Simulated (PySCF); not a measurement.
**CH₃ClO₂S, SMILES `CS(=O)(=O)Cl`: what the electrons do**

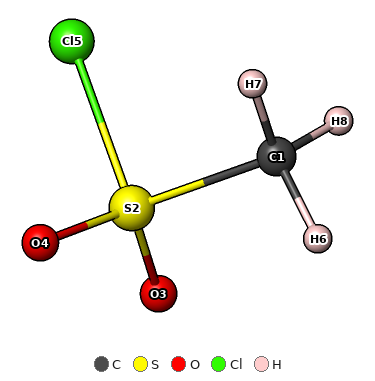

The molecule, with its atoms numbered as below. No frequency check shows the geometry to be a minimum.

Cartesian coordinates (Å):

```
C1       1.0081    1.4956    0.0008
S2       0.4026   -0.1970    0.0000
O3       0.7264   -0.8392   -1.2299
O4       0.7261   -0.8402    1.2294
Cl5     -1.6167    0.1302   -0.0001
H6       2.0899    1.4462   -0.0021
H7       0.6412    1.9771    0.8968
H8       0.6414    1.9778   -0.8948
```

Part 1: Bonding charge

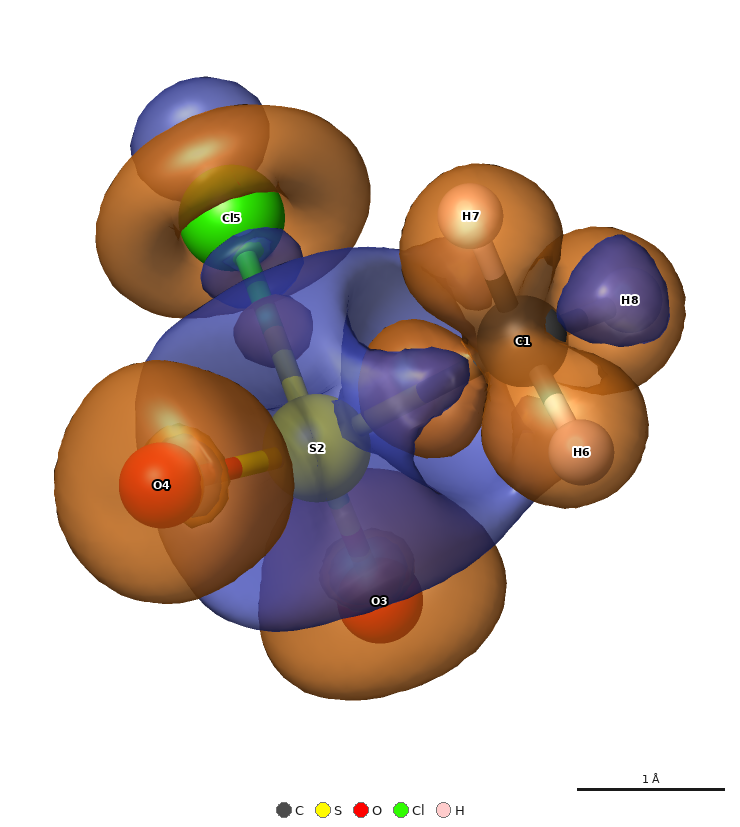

Deformation density (molecule less spherical, spin-averaged free atoms at the same positions), surfaces at ±0.06 e/Å³; orange: gain, blue: loss.

Method: TPSS/6-31+G*; geometry: GFN2-xTB; program: PySCF.

> How much density has each bond gained at its critical point, relative to the free atoms?

C1–H7 and C1–H8: +0.67 e/Å³ at the bond critical point (bond length 1.08 Å). C1–H6: +0.66 e/Å³ at the bond critical point (bond length 1.08 Å). C1–S2: +0.34 e/Å³ at the bond critical point (bond length 1.80 Å). S2–O4 and S2–O3: +0.16 e/Å³ at the bond critical point (bond length 1.43 Å). S2–Cl5: +0.12 e/Å³ at the bond critical point (bond length 2.05 Å). In all, 1.9 electrons gather in the regions of gain relative to the promolecule. A small or negative value marks a very polar bond, one between electron-rich atoms, whose free-atom densities already overlap strongly, a long bond to a heavier atom, or a closed-shell contact such as a hydrogen bond.

> Where do the Hirshfeld charges lie?

The highest Hirshfeld charge is on S2 (+0.49 e), the lowest on O3 and O4 (−0.28 e).

```csv
atom,charge (e)
C1,−0.07
S2,+0.49
O3,−0.28
O4,−0.28
Cl5,−0.07
H6,+0.07
H7,+0.06
H8,+0.06
```

Part 2: Bond critical points

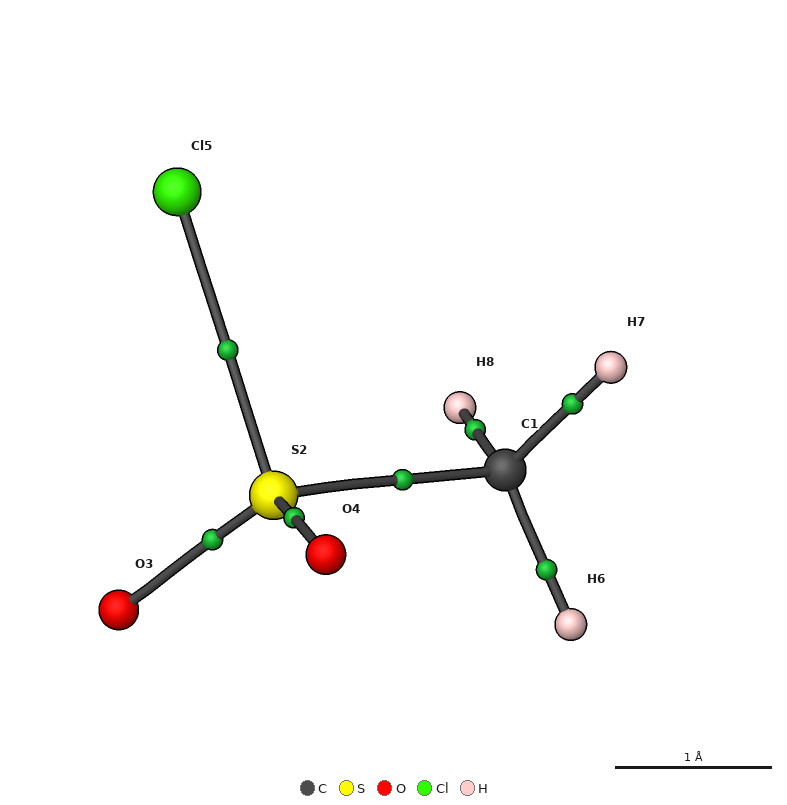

Molecular graph of the electron density (QTAIM): bond paths, bond critical points (green), ring points (magenta, if any); weak paths are dashed.

> How many critical points of each kind are there, and does the count close?

8 nuclei, 7 bond, 0 ring and 0 cage critical points: 8 − 7 + 0 − 0 = 1, as the Poincaré–Hopf relation requires.

> Give the properties at the bond critical points.

```json
{"bond": "S2–O4 (2 alike)", "length (Å)": "1.425", "ρ (a.u.)": "0.297", "∇²ρ (a.u.)": "+1.53", "ε": "0.08", "H (a.u.)": "−0.327"}
{"bond": "C1–H7 (2 alike)", "length (Å)": "1.081", "ρ (a.u.)": "0.281", "∇²ρ (a.u.)": "−0.99", "ε": "0.01", "H (a.u.)": "−0.284"}
{"bond": "C1–H6", "length (Å)": "1.083", "ρ (a.u.)": "0.278", "∇²ρ (a.u.)": "−0.97", "ε": "0.01", "H (a.u.)": "−0.280"}
{"bond": "C1–S2", "length (Å)": "1.798", "ρ (a.u.)": "0.199", "∇²ρ (a.u.)": "−0.37", "ε": "0.02", "H (a.u.)": "−0.143"}
{"bond": "S2–Cl5", "length (Å)": "2.046", "ρ (a.u.)": "0.148", "∇²ρ (a.u.)": "−0.09", "ε": "0.00", "H (a.u.)": "−0.080"}
```

> What kind of interaction is S2–Cl5?

Shared-shell (covalent): ρ = 0.148, ∇²ρ = −0.09, H = −0.080 a.u.

Part 3: Local ionisation energy

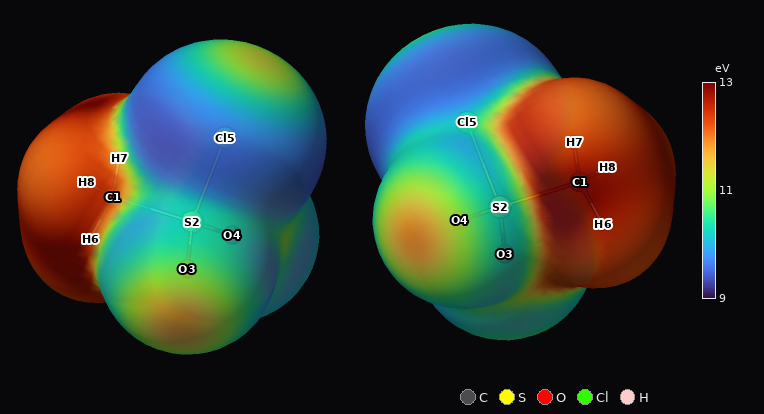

Average local ionisation energy on the surface of electron density 0.001 a.u. (back view left, front view right).

> Locate the minima of the map.

The lowest value is 9.4 eV, 2.1 Å from Cl5. Further minima include 9.5 eV, 2.1 Å from Cl5, and at like points elsewhere; 9.8 eV, 1.8 Å from O3, and at like points elsewhere. For comparison, the highest occupied orbital lies at −7.8 eV.

Part 4: Excited states

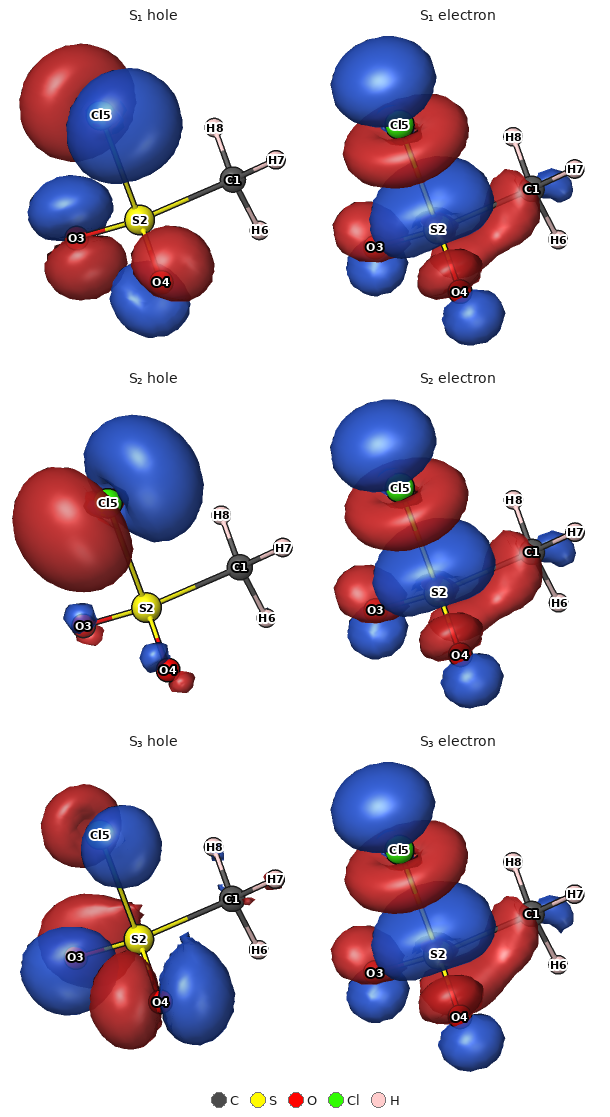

Leading natural transition orbitals (full linear response singlet states).

Method: BHandHLYP/def2-SVP; geometry: GFN2-xTB; program: PySCF. Without diffuse functions Rydberg states are missing, so the states' numbers hold for this basis only.

> Describe these excited states.

By state:
- S₁: 6.48 eV (191 nm), f = 0.004; the leading pair carries 99 %; hole on Cl5 (56 %), O3 and O4 (19 % each) and S2 (5 %), electron on Cl5 (39 %), S2 (32 %) and O3 and O4 (10 % each); their centroids lie 0.3 Å apart.
- S₂: 7.02 eV (177 nm), f = 0.003; the leading pair carries 100 %; hole on Cl5 (88 %), electron on Cl5 (40 %), S2 (32 %) and O3 and O4 (9 % each); their centroids lie 1.0 Å apart.
- S₃: 7.28 eV (170 nm), f = 0.002 (very weak); the leading pair carries 98 %; hole on O3 and O4 (34 % each), Cl5 (16 %) and S2 (11 %), electron on Cl5 (37 %), S2 (34 %) and O3 and O4 (10 % each); their centroids lie 0.8 Å apart.

Part 5: Removing or adding an electron

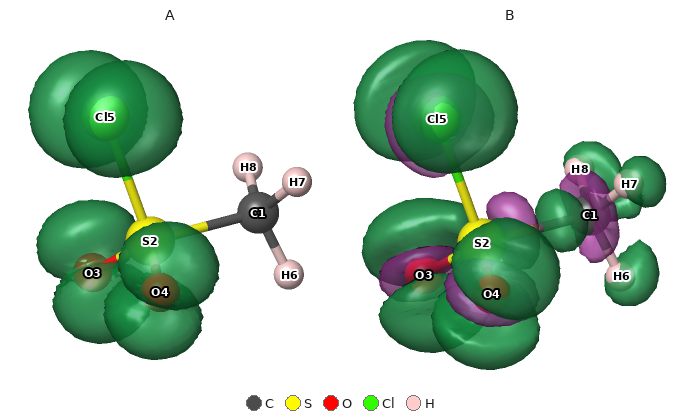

The Fukui function f⁻ from two separate SCF calculations and the density of the HOMO, at ±0.02 e/Å³ (green positive, purple negative).

PySCF calculation, TPSSh/aug-cc-pVDZ, gas phase; geometry: GFN2-xTB.

> Which panel is which, and how good is the frozen-orbital picture?

B is f⁻ (it has negative regions), A the HOMO density. The HOMO lies on Cl5 (38 %), O3 and O4 (27 % each) and S2 (7 %); f⁻ (Hirshfeld-condensed) is largest on Cl5 (0.35) and O3 and O4 (0.21 each); the vertical ionisation energy is 11.11 eV (the stability of the cation's solution wasn't checked). Relaxation shifts 15 % of the electron between atoms. The orbital energy is −8.29 eV.

Part 6: Localised orbitals

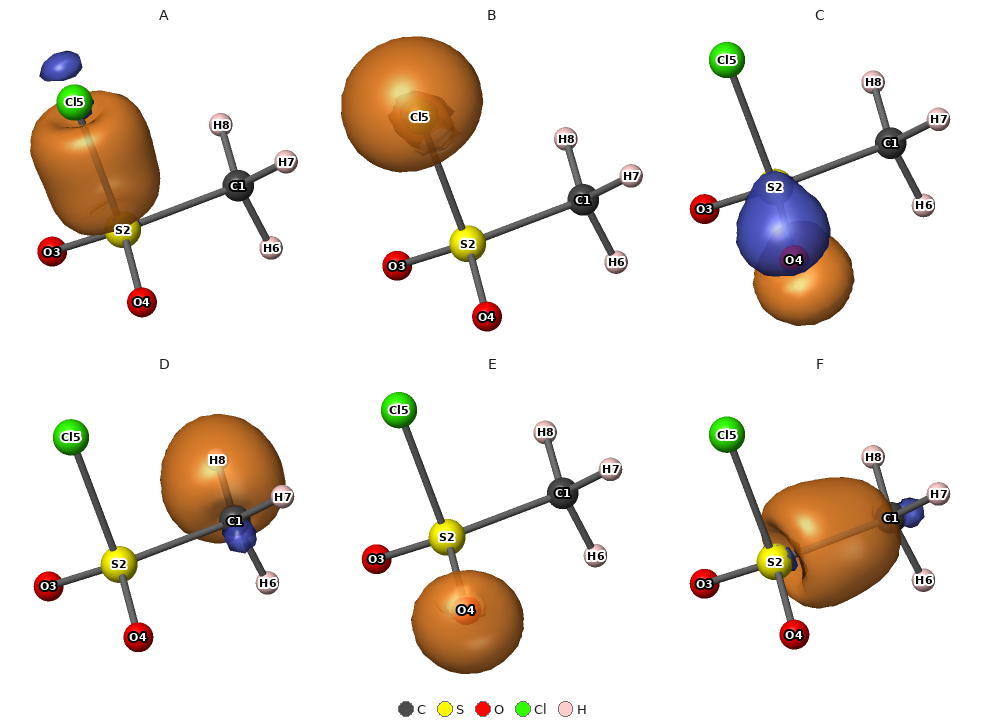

Pipek–Mezey orbitals, occupied; each surface holds about 70 % of the orbital's density. Energies are diagonal elements of the Fock matrix.

Method: ωB97X/def2-SVPD; geometry: GFN2-xTB; program: PySCF.

> Identify each orbital.

By panel:
- A: σ bond Cl5–S2 (Cl5 61 %, S2 37 %; −20.4 eV)
- B: lone pair on Cl5 (s-type) (Cl5 100 %; −23.9 eV)
- C: lone pair on O4, partly donated to S2 (O4 86 %, S2 11 %; −13.8 eV)
- D: σ bond C1–H8 (C1 57 %, H8 42 %; −18.2 eV)
- E: lone pair on O4 (sp0.4-type) (O4 99 %; −20.9 eV)
- F: σ bond S2–C1 (S2 54 %, C1 45 %; −21.5 eV)

> How do all the valence pairs divide up?

16 pairs: 7 σ bonds, 7 lone pairs and 2 strongly polarised pairs.
